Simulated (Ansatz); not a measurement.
## What Ti → Al does to TiO2

Consider TiO2 in the anatase structure (space group I4_1/amd, No. 141; a = 3.770 Å, c = 9.552 Å).

Now apply this change: full substitution Ti → Al, then cell and atoms are relaxed.

Method: Ansatz (a first-principles code) PBEsol, no SOC. Γ-centred 18×18×18 mesh, Fermi–Dirac width 0.05 eV, for the changed cell.

```csv
quantity,base,changed,shift
volume per atom,11.31 Å³,9.96 Å³,-1.35 Å³
density,3.91 g/cm³,3.28 g/cm³,-0.63 g/cm³
lattice parameter a,3.770 Å,3.656 Å,-0.114 Å
c/a ratio,2.534,2.446,-0.0873
space group,I4_1/amd (No. 141),I4_1/amd (No. 141),–
band gap,2.11 eV,zero,–
magnetic state,not spin-polarised,ferromagnetic,–
largest site moment,0.00 μB,0.43 μB,+0.43 μB
```

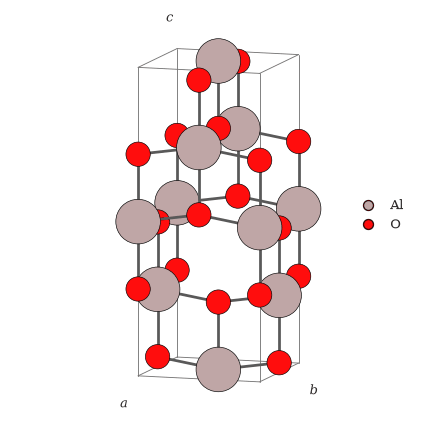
*The relaxed conventional cell after the change*

Cost of the whole job for the changed cell (relaxation, final SCF and bands): about 11 core-minutes (a rough figure).

Other magnetic orders, which the real material may have, were not ruled out. No phonon test of stability was made. As relaxed here, AlO2 is a hypothetical phase, not in the database extracts checked. Spin-polarised in the final run: AlO2; the other runs are not.
